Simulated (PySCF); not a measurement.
**C5H10S: one change and its effect**

System: C5H10S, SMILES CC[C@@H]1C[C@@H]1S.
Method of the first run: TDDFT HF/def2-SVPD, vertical, gas phase, core orbitals frozen in the response (PySCF 2.14.0).

The geometry comes from this level: PBE0-D3(BJ)/def2-SVP. Text and figures count atoms from 1; the logs count them from 0 in places.

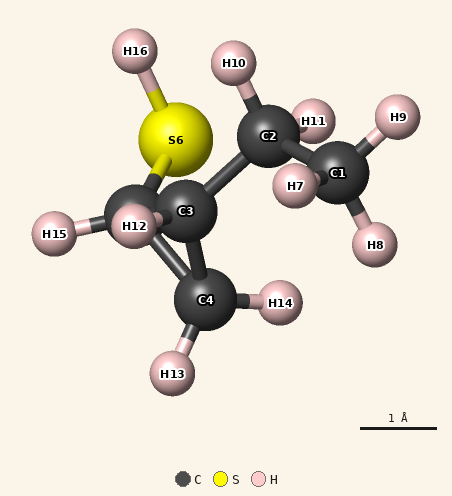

The structure as given in the input (ball-and-stick view, seen at a tilt; atoms are numbered from 1 in the order of the input).

The input, the first run:
```
{"job": {"kind": "uv", "xc": "HF", "basis": "def2-SVPD", "ip": true}, "charge": 0, "multiplicity": 1}
C      1.981258     0.939931     0.188421
C      0.470924     1.029632     0.030567
C     -0.241106    -0.185814     0.567083
C     -0.375278    -1.429223    -0.258891
C     -1.597996    -0.618340     0.072179
S     -2.429040     0.197569    -1.286575
H      2.270540     0.841019     1.247072
H      2.382014     0.063616    -0.345459
H      2.481427     1.835159    -0.211326
H      0.091910     1.926795     0.551673
H      0.203906     1.159696    -1.030131
H     -0.095944    -0.348635     1.642451
H     -0.267024    -2.409236     0.212875
H     -0.014479    -1.379158    -1.291202
H     -2.279101    -1.044380     0.815503
H     -2.821747     1.303046    -0.612258
```

The first line tells a small driver script what to run in PySCF; the rest is the geometry in Å.

Hardware: 1 CPU thread, shared host.

Output (the first run):
```
final grid: 121512 points
cycle   1  E = -592.3291927918  dE =  1.242e+00  |g| = 4.410e-01  |ddm| = 5.460e+00
cycle   2  E = -592.3975698626  dE = -6.838e-02  |g| = 1.726e-01  |ddm| = 1.096e+00
cycle   3  E = -592.4057062907  dE = -8.136e-03  |g| = 6.801e-02  |ddm| = 6.062e-01
cycle   4  E = -592.4073382810  dE = -1.632e-03  |g| = 1.055e-02  |ddm| = 1.797e-01
cycle   5  E = -592.4073842577  dE = -4.598e-05  |g| = 3.126e-03  |ddm| = 4.008e-02
cycle   6  E = -592.4073910792  dE = -6.822e-06  |g| = 9.210e-04  |ddm| = 1.516e-02
cycle   7  E = -592.4073917093  dE = -6.301e-07  |g| = 2.961e-04  |ddm| = 4.593e-03
cycle   8  E = -592.4073917703  dE = -6.103e-08  |g| = 8.858e-05  |ddm| = 1.384e-03
cycle   9  E = -592.4073917753  dE = -4.960e-09  |g| = 2.686e-05  |ddm| = 4.323e-04
cycle  10  E = -592.4073917758  dE = -4.624e-10  |g| = 8.309e-06  |ddm| = 1.205e-04
converged SCF energy = -592.4073917758

Static polarisability (au): isotropic 76.164, principal 66.470 74.353 87.671

Singlet excitations
state   eV       nm        f      main configurations
  1   6.1200    202.6   0.00218   H->L+4 0.29, H->L+1 0.22, H->L+7 0.10
  2   6.8638    180.6   0.03805   H->L 0.79
  3   7.9425    156.1   0.02330   H->L+1 0.53, H->L+4 0.18, H->L+2 0.13
  4   8.0683    153.7   0.06034   H->L+3 0.67, H->L+2 0.10, H->L+5 0.08
  5   8.7039    142.4   0.02459   H->L+2 0.33, H->L+6 0.17, H->L+3 0.10
  6   8.8654    139.9   0.04747   H-1->L+1 0.24, H-1->L+4 0.17
  7   8.9709    138.2   0.06060   H-1->L 0.22, H->L+8 0.12, H-1->L+1 0.10
  8   9.0631    136.8   0.04307   H-1->L 0.30, H->L+5 0.10
  9   9.2426    134.1   0.02461   H->L+6 0.26, H->L+5 0.10
 10   9.3199    133.0   0.02636   H-1->L+1 0.21, H-1->L+4 0.10

Triplet excitations (Tamm-Dancoff, eV): 5.5113 6.2389 7.2188 7.4285
Vertical ionisation energy (delta-SCF) = 8.0597 eV
```

For the second run the input was changed thus:
```diff
-"xc": "HF"
+"xc": "BHandHLYP"
```

How does the second run compare with the first run?

The total energies belong to different methods, so their difference says nothing on which is more stable or more accurate. The HOMO goes from −9.54 to −7.84 eV. The LUMO goes from 2.43 to 0.99 eV. The dipole moment goes from 1.71 to 1.61 D. The lowest excitation goes from 6.12 to 5.78 eV. The strongest computed line goes from 8.97 to 8.07 eV. The method changes from HF to BHandHLYP. The SCF takes 12 iterations against 10.

Output (the second run):
```
coarse grid: 13256 points
cycle   1  E = -594.2492063257  dE =  7.734e-01  |g| = 2.888e-01  |ddm| = 5.604e+00
cycle   2  E = -594.2700408231  dE = -2.083e-02  |g| = 1.817e-01  |ddm| = 9.042e-01
cycle   3  E = -594.2784619596  dE = -8.421e-03  |g| = 4.755e-02  |ddm| = 4.310e-01
cycle   4  E = -594.2790520254  dE = -5.901e-04  |g| = 1.333e-02  |ddm| = 1.164e-01
cycle   5  E = -594.2790993448  dE = -4.732e-05  |g| = 2.874e-03  |ddm| = 3.702e-02
cycle   6  E = -594.2791016170  dE = -2.272e-06  |g| = 8.443e-04  |ddm| = 8.759e-03
final grid: 121512 points
cycle   7  E = -594.3286997606  dE = -2.018e-05  |g| = 2.742e-03  |ddm| = 1.007e-01
cycle   8  E = -594.3287001565  dE = -3.959e-07  |g| = 2.551e-03  |ddm| = 1.285e-02
cycle   9  E = -594.3287018800  dE = -1.723e-06  |g| = 1.870e-04  |ddm| = 4.654e-03
cycle  10  E = -594.3287018878  dE = -7.796e-09  |g| = 1.287e-04  |ddm| = 9.178e-04
cycle  11  E = -594.3287018921  dE = -4.360e-09  |g| = 1.478e-05  |ddm| = 2.525e-04
cycle  12  E = -594.3287018922  dE = -7.344e-11  |g| = 5.225e-06  |ddm| = 6.368e-05
converged SCF energy = -594.3287018922

Static polarisability (au): isotropic 78.518, principal 68.128 76.505 90.920

Singlet excitations
state   eV       nm        f      main configurations
  1   5.7837    214.4   0.00405   H->L 0.34, H->L+1 0.26, H->L+3 0.22
  2   6.3325    195.8   0.03144   H->L 0.49, H->L+1 0.35
  3   7.1321    173.8   0.01810   H->L+3 0.54, H->L+1 0.29
  4   7.4161    167.2   0.02739   H->L+4 0.42, H->L+2 0.33, H->L+3 0.09
  5   7.6395    162.3   0.01070   H->L+2 0.45, H->L+4 0.34, H->L+5 0.10
  6   7.9927    155.1   0.02739   H-1->L 0.45, H-1->L+1 0.16, H->L+5 0.09
  7   8.0749    153.5   0.04644   H->L+5 0.29, H-1->L 0.24, H->L+6 0.14
  8   8.2009    151.2   0.03508   H-1->L+1 0.30, H-1->L+3 0.24, H-1->L 0.20
  9   8.3565    148.4   0.03228   H->L+6 0.35, H->L+7 0.21, H-2->L 0.09
 10   8.4338    147.0   0.01374   H->L+5 0.20, H->L+7 0.18, H->L+8 0.12

Triplet excitations (Tamm-Dancoff, eV): 5.3261 5.8876 6.9301 7.1389
Vertical ionisation energy (delta-SCF) = 8.8889 eV
```

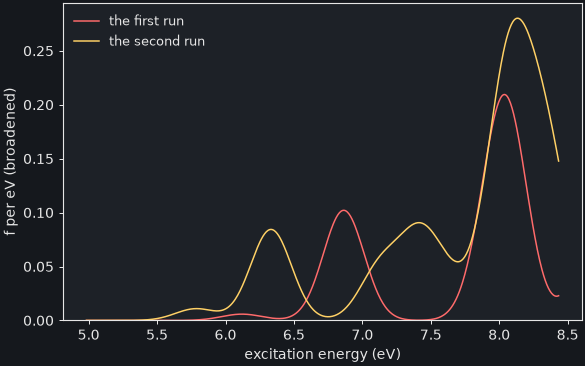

Absorption of the two runs from their computed states, each broadened by a Gaussian of 0.35 eV full width; the range ends where the shorter list of states ends.

The two runs side by side:

```tsv
quantity	the first run	the second run
outcome	converged	converged
total energy (hartree)	−592.407392	−594.328702
HOMO (eV)	−9.54	−7.84
LUMO (eV)	2.43	0.99
dipole moment (D)	1.71	1.61
lowest excitation (eV)	6.12	5.78
SCF iterations	10	12
strongest computed line (eV)	8.97	8.07
basis functions	207	207
wall time (shared host)	28 s	1.9 min
```
